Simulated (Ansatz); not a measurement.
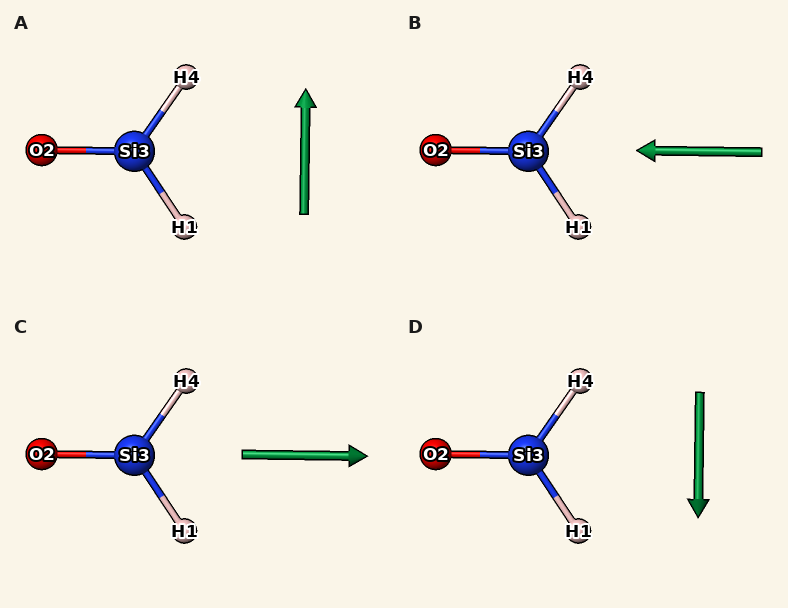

The same molecule four times, each with an arrow. The geometry was computed by an optimisation with PBE0-D4/def2-TZVP. Level of theory: RKS PBE0-D4/def2-TZVP (Ansatz 0.2.0).

**Which arrow points along the dipole moment, from the negative to the positive end?**

C. The dipole moment is 3.69 D; it points from the side of O2 to the side of H1, H4 (the outermost atoms at the two ends).
